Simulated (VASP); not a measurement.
Band structure of Be (hcp). All values below come from r2SCAN+rVV10, VASP's PBE PAW potentials (set 64) (plane waves; VASP 6.6.1).

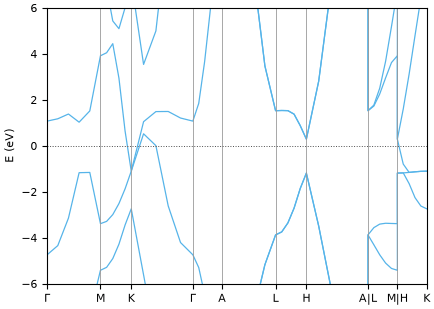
Bands along high-symmetry lines, zero at the valence-band maximum or, without a gap, the Fermi level

Read the plot: is there a gap, and where are the band edges?

It has no gap at this level: it comes out as a metal or semimetal.

The compound is Be in the hcp structure. It was relaxed first.
